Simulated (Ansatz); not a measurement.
Cost and result by functional for the surface energy of the (310) surface of fcc Pd in its 1x1 cell, outermost plane spacing 0.62 Å in the ideal cut, in Ansatz (plane waves, PAW). Single points on the PBE structure, on one kind of machine; costs are rough ratios of the slab run's core time (references not counted) to the cheapest single point. r2SCAN's cost holds its higher cutoff (500 against 420 eV). Differences are taken against r2SCAN for comparison alone: no measured value is at hand, so the table doesn't rank accuracy.

Model: 17-atom slab, 10.0 Å thick at the start (thin: gaps and levels are the slab's own), 10x6x1 mesh, Fermi-Dirac 0.1 eV, dipole correction, all atoms relaxed; symmetry of the start imposed; no spin, no spin-orbit, no U. These notes are the PBE run's.

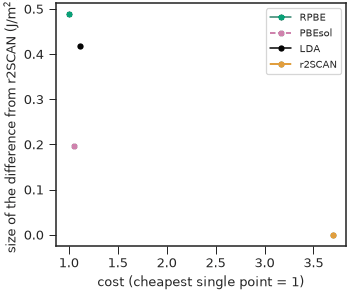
Figure: Difference from r2SCAN against cost

```tsv
functional	relative cost	surface energy (J/m²)	less r2SCAN (J/m²)
RPBE	1	1.37	-0.49
PBEsol	1	2.06	0.20
LDA	1	2.28	0.42
r2SCAN	4	1.86	0.00
PBE (the relaxed run's value)	–	1.65	-0.21
```

The values span 0.90 J/m², while the single points' costs differ by a factor of roughly 4. Differences are of unrounded values.

Ansatz is a quantum-chemistry and plane-wave program.
